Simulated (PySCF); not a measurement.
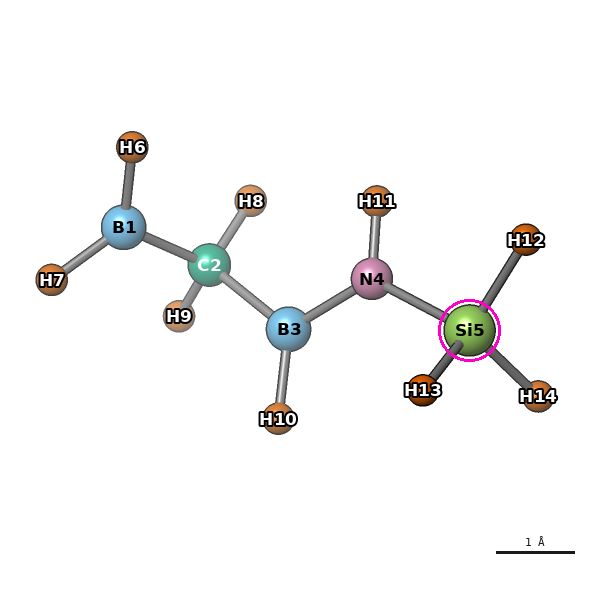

Orthographic view. Depth is shown by fading: the farther an atom, the more it takes the colour of the background. The computed structure is the end point of a GFN2-xTB optimisation. No frequency run is at hand to confirm it as a minimum.

Question: Name the neighbours of the circled atom.

Answer: The circled atom is Si5; it is bonded to N4, H12, H13, H14.

Question: Of B1 and C2, which is nearer the viewer?

Answer: B1; the bond to C2 points away from the viewer, so it looks shorter than its 1.56 Å.

Question: What is the shortest path along bonds from the circled atom to H10?

Answer: Si5–N4–B3–H10, 3 bonds; through space the two are 3.07 Å apart.

Question: Which atom is nearest the viewer?

Answer: H13, 2.3 Å in front of the mean position.
